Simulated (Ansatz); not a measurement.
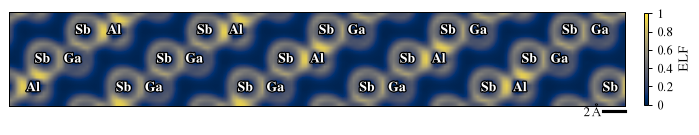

Figure 1: Al₂Ga₃Sb₅. ELF on the (110) plane of the conventional cell.

Space group R3m; a structure generated by program, which may or may not match a known phase; computed pressure about −2 GPa in this cell.

The calculation used DFT PBEsol, scalar-relativistic, plane waves, PAW (Ansatz).

Core electrons are frozen (PAW), and the valence fields are smoothed inside the atomic spheres.

Question: Read the bonding off the picture.

Answer: Atoms in the plane: Al, Ga and Sb.
Ga–Sb (2.69 Å): the ELF peaks at about 0.70 between the atoms.
Al–Sb (2.69 Å): the ELF peaks at about 0.90 between the atoms: localised, covalent bonding.
